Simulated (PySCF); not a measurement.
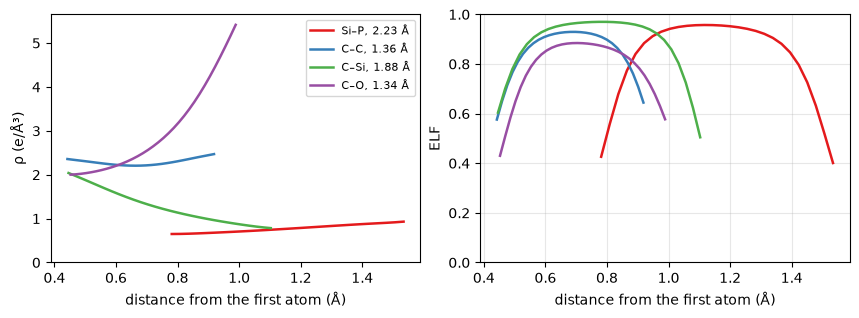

*C₄H₁₁OPSi₃ (SMILES [SiH3][SiH2]P[SiH2]c1ccco1). Electron density and ELF along straight lines between neighbouring atoms. The curves leave out the atomic cores.*

Geometry: GFN2-xTB.

Theory: PySCF 2.14.0, PBE0/pcSseg-1, SCF density, gas phase, non-relativistic.

```xyz
20

Si   -2.0853    1.8042   -1.0378
Si   -2.0508    0.4315    0.8281
P    -2.0450   -1.7367    0.2355
Si   -0.0539   -1.9763   -0.7432
C     1.2453   -0.8164   -0.0430
C     2.4005   -0.9916    0.6693
C     2.9139    0.2974    0.9407
C     2.0355    1.1706    0.3776
O     1.0286    0.5122   -0.2143
H    -3.0936    1.3855   -2.0160
H    -2.4404    3.1677   -0.6325
H    -0.8185    1.8996   -1.7643
H    -3.2636    0.5303    1.6563
H    -0.9524    0.6912    1.7739
H    -1.6441   -2.2017    1.4689
H     0.4144   -3.3481   -0.5437
H    -0.2490   -1.6600   -2.1604
H     2.8293   -1.9295    0.9574
H     3.8070    0.5389    1.4799
H     2.0168    2.2419    0.3307
```

### What kind of bonding do the profiles show?

Si–P (2.23 Å): ρ at the midpoint is about 0.75 e/Å³; the ELF peaks at about 0.95 between the atoms (a shared electron pair).
C–C (1.36 Å): ρ is about 2.2 e/Å³ halfway; the ELF peaks at about 0.95 between the atoms; localised, covalent bonding.
C–Si (1.88 Å): the density is about 0.94 e/Å³ at the midpoint; the ELF peaks at about 0.95 between the atoms (localised, covalent bonding).
C–O (1.34 Å): the density is about 2.4 e/Å³ at the midpoint; the ELF peaks at about 0.90 between the atoms (a polar covalent bond).
